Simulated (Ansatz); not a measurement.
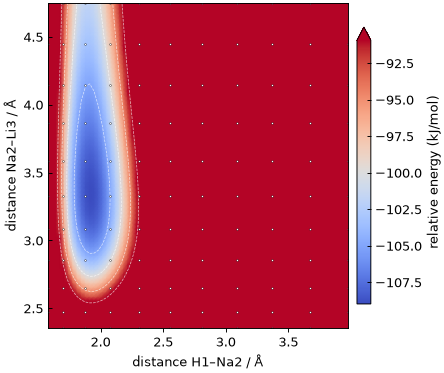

The system H + NaLi, spin multiplicity 2. Coordinates scanned: (1) distance H1–Na2; (2) distance Na2–Li3. Nothing is relaxed (the angle H1–Na2–Li3 is fixed at 100 degrees). The grid has 11 × 11 points. Energies: kJ/mol, counted from H far from the relaxed NaLi (each part in its own basis). In part of the range the unrestricted reference is strongly spin-contaminated. Computed with UHF-CCSD(T), frozen core/def2-TZVPD in Ansatz.

In the figure: a smooth colour map with a few white contour lines, dots at the grid points, one colour for all values above the top of the scale. Between grid points the surface is interpolated.

**Where is the minimum, and how stiff is the well along each coordinate?**

The interpolated minimum is at distance H1–Na2 ≈ 1.920 Å, distance Na2–Li3 ≈ 3.346 Å. The curvatures there are about 4 eV/Å² and 0.27 eV/Å², with a cross term of about 0.09 eV/Å². Round the minimum the two coordinates are weakly coupled (coupling 0.08 in units of the two stiffnesses). (1 eV is 96.5 kJ/mol.)
